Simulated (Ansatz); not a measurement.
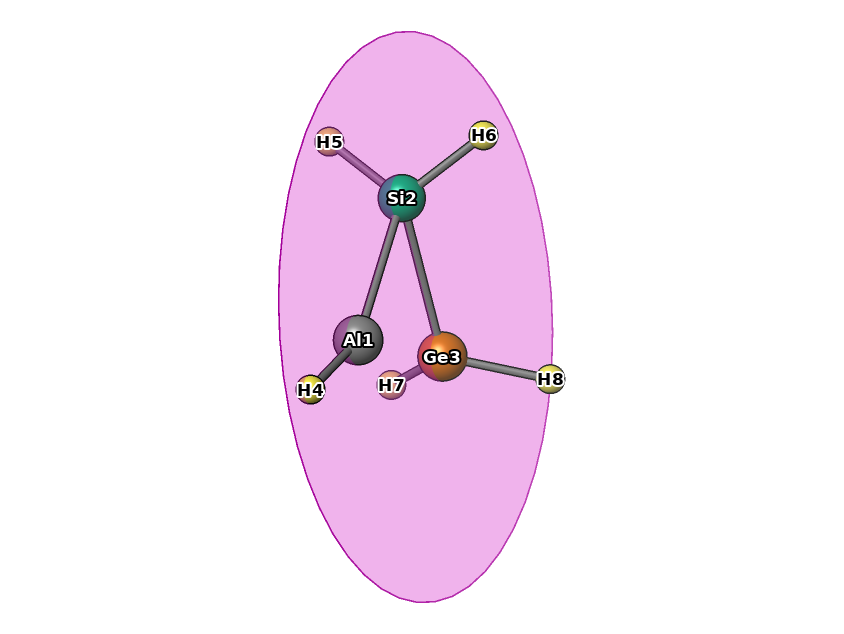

A disc through the centre of mass is drawn in. Depth is shown by fading: the farther an atom, the more it takes the colour of the background. The computed geometry is a stationary point of PBE0-D4/def2-TZVP, a saddle point of order 1.

> Is the plane of the disc a mirror plane of the structure?

Yes. The reflection leaves Al1, Si2, Ge3, H4 in place and moves H5 ↔ H6; H7 ↔ H8. The point group is Cs.
